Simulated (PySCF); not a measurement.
**C₂H₈Si, SMILES `C[SiH2]C`: what the electrons do**

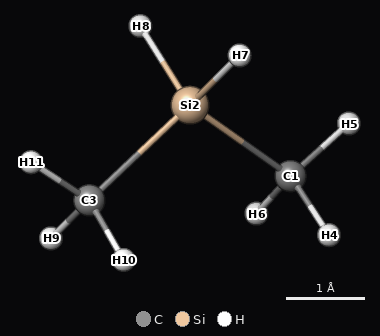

The molecule, with its atoms numbered as below. No frequency check shows the geometry to be a minimum.

Geometry (Å), atoms numbered from 1:

```
C1      -1.5493    0.5266    0.0019
Si2      0.0000   -0.5714    0.0000
C3       1.5492    0.5266   -0.0020
H4      -1.5810    1.1682    0.8782
H5      -2.4543   -0.0734   -0.0089
H6      -1.5833    1.1680   -0.8743
H7       0.0006   -1.4231    1.1976
H8      -0.0007   -1.4232   -1.1975
H9       1.5809    1.1682   -0.8783
H10      1.5830    1.1684    0.8742
H11      2.4542   -0.0733    0.0089
```

### 1. Bonding charge

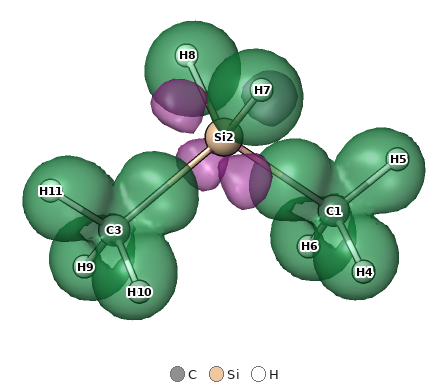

Deformation density (molecule less spherical, spin-averaged free atoms at the same positions), surfaces at ±0.1 e/Å³; green: gain, purple: loss.

Method: ωB97X/def2-TZVP; geometry: GFN2-xTB; program: PySCF.

Describe the bonding that the map shows.

Answer. C1–H5 and C3–H11: +0.69 e/Å³ at the bond critical point (bond length 1.09 Å, Mayer order 1.0). C1–H4, C3–H9, C1–H6 and C3–H10: +0.69 e/Å³ at the bond critical point (bond length 1.09 Å, Mayer order 1.0). Si2–H7 and Si2–H8: +0.23 e/Å³ at the bond critical point (bond length 1.47 Å, Mayer order 1.0). Si2–C3 and C1–Si2: +0.19 e/Å³ at the bond critical point (bond length 1.90 Å, Mayer order 1.0). In all, 2.6 electrons gather in the regions of gain relative to the promolecule.

Where do the Hirshfeld charges lie?

Answer. The highest Hirshfeld charge is on Si2 (+0.37 e), the lowest on C1 and C3 (−0.23 e).

```
atom  charge (e)
  C1       −0.23
 Si2       +0.37
  C3       −0.23
  H4       +0.04
  H5       +0.04
  H6       +0.04
  H7       −0.09
  H8       −0.09
  H9       +0.04
 H10       +0.04
 H11       +0.04
```

### 2. Local ionisation energy

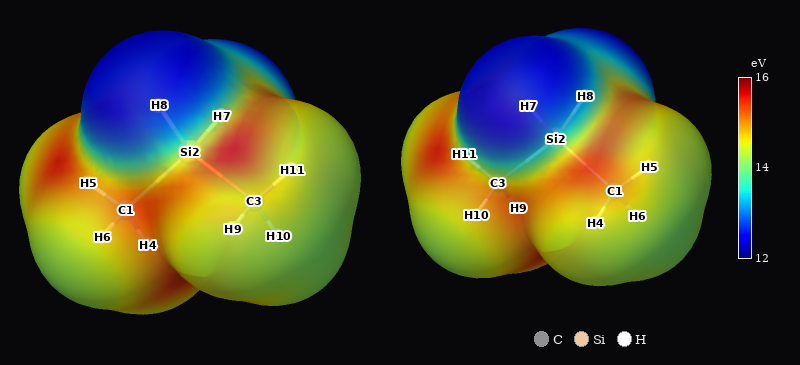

Average local ionisation energy on the surface of electron density 0.001 a.u. (back view left, front view right).

Locate the minima of the map.

Answer. The lowest value is 12.4 eV, 1.5 Å from H8, and at like points elsewhere. Further minima include 14.0 eV, near H5 (1.80 Å), H6 (1.92 Å), H4 (1.92 Å) and C1 (1.98 Å), and at like points elsewhere. For comparison, the highest occupied orbital lies at −11.1 eV.

What volume does the surface enclose, and what is the dipole moment?

Answer. About 109 Å³; the dipole moment is 0.6 D.

### 3. Excited states

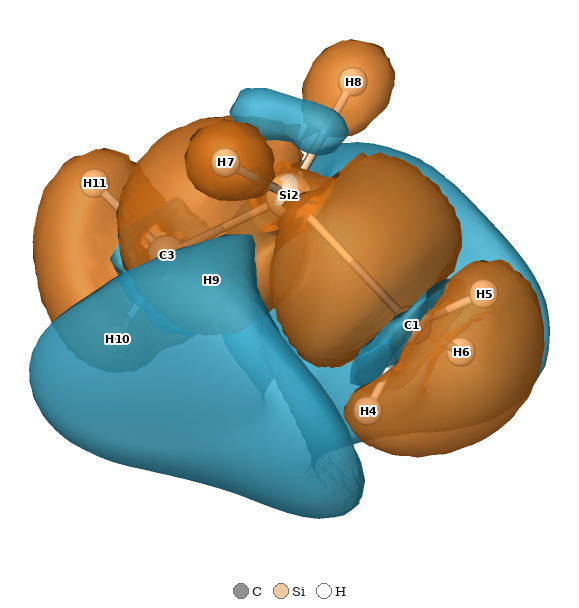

Unrelaxed difference density of S₁ less the ground state (CIS singlet states), ±0.008 e/Å³; light blue: gain, orange: loss.

Computed with PySCF, HF/6-311G**, geometry: GFN2-xTB. Without diffuse functions Rydberg states are missing, so the states' numbers hold for this basis only.

How does the charge move on excitation?

Answer. 0.74 e is displaced in all, of which about 0.3 e passes between atoms: C1 and C3 (0.13 e each) lose electrons and H4, H6, H9 and H10 (0.06 e each) gain them. The state: 9.92 eV (125 nm), f = 0.353 (bright), partly diffuse acceptor orbital, which a basis without diffuse functions describes poorly; the leading pair carries 78 %; hole on Si2 (26 %) and C1 and C3 (26 % each), electron on Si2 (25 %), C1 and C3 (13 % each) and H4, H6, H9 and H10 (8 % each) (atom shares of so diffuse an orbital are rough) (shares are of the whole state, not of the leading pair alone); their centroids lie 0.4 Å apart; S₂ lies within 0.1 eV of it.

### 4. In an electric field

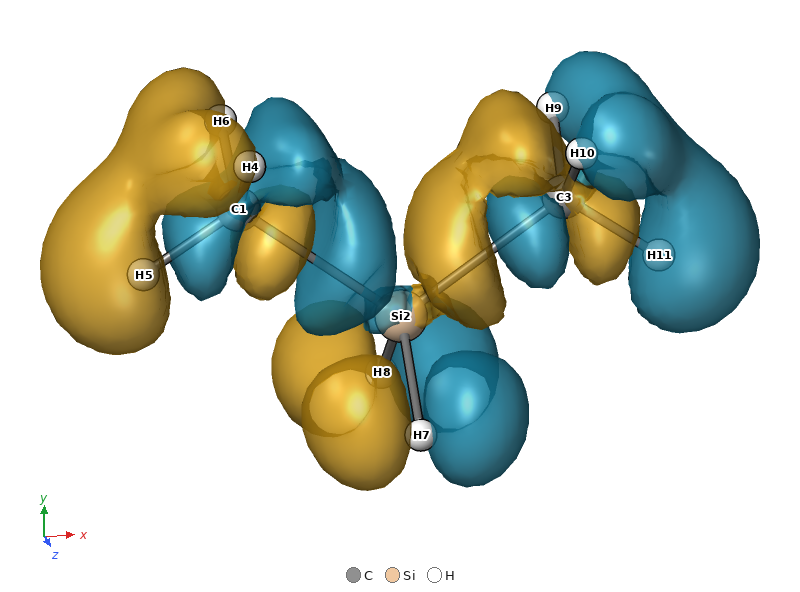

Change of the electron density in a uniform field of 0.26 V/Å, surfaces at ±0.002 e/Å³ (yellow: gain, teal: loss).

Computed with PySCF, HF/def2-SVPD, geometry: GFN2-xTB.

The field was applied in both directions; the picture shows the one opposite to the script's first.

Along which Cartesian direction does the field point?

Answer. Along +x: electrons gather on the −x side, against the field.

What dipole is induced, and what polarisability does it imply?

Answer. The induced dipole is 0.70 D (along the field); α along this axis, from the fields in both directions, is 55 bohr³ (8.1 Å³).

### 5. Removing or adding an electron

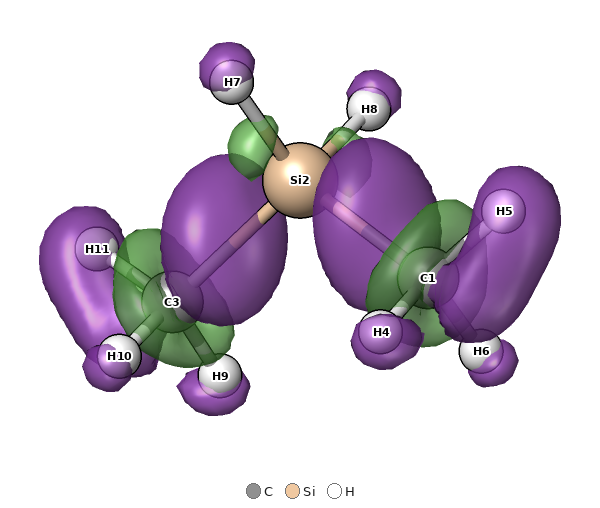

Fukui function f⁻ = ρ(N) − ρ(N−1) at fixed geometry, surfaces at ±0.04 e/Å³ (purple positive, green negative).

Computed with PySCF, TPSS/aug-cc-pVDZ, geometry: GFN2-xTB.

Which atoms respond most to the removal of an electron?

Answer. f⁻ (Hirshfeld-condensed) is largest on Si2 (0.17) and C1 and C3 (0.14 each); the vertical ionisation energy is 10.59 eV (the stability of the cation's solution wasn't checked). Condensed values hint at sites of electrophilic attack but needn't mark the atom that reacts. Shares this close don't rank the sites. Orbital relaxation makes it negative in places (0.21 e in all).

| atom | f⁻ | charge |
| --- | --- | --- |
| C1 | +0.14 | −0.19 |
| Si2 | +0.17 | +0.36 |
| C3 | +0.14 | −0.19 |
| H4 | +0.06 | +0.04 |
| H5 | +0.09 | +0.04 |
| H6 | +0.06 | +0.04 |
| H7 | +0.06 | −0.09 |
| H8 | +0.06 | −0.09 |
| H9 | +0.06 | +0.04 |
| H10 | +0.06 | +0.04 |
| H11 | +0.09 | +0.04 |

### 6. Localised orbitals

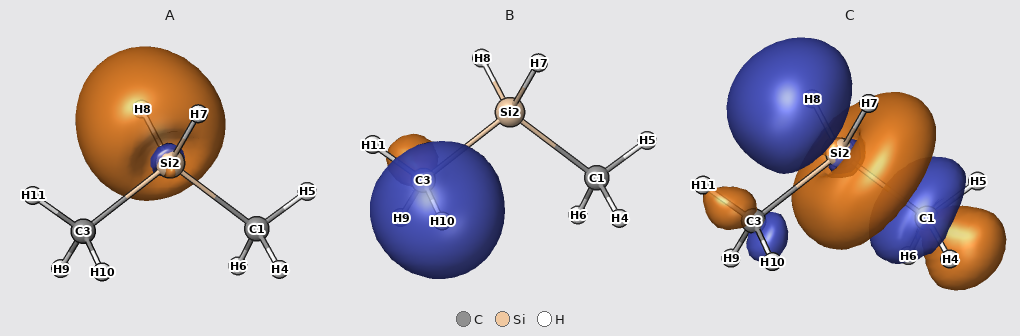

Intrinsic bond orbitals (IBO), occupied and valence-virtual; each surface holds about 85 % of the orbital's density. Energies are diagonal elements of the Fock matrix.

Method: ωB97X/6-31+G*; geometry: GFN2-xTB; program: PySCF.

Identify each orbital.

Answer. By panel:
- A: σ bond H8–Si2 (H8 56 %, Si2 43 %; −13.6 eV)
- B: σ bond C3–H10 (C3 57 %, H10 42 %; −16.1 eV)
- C: σ* orbital Si2–C1, mostly on Si2 (Si2 64 %, C1 35 %; 8.0 eV)

Which has the smallest and which the largest spatial spread?

Answer. Smallest: B (0.86 Å); largest: C (1.55 Å).
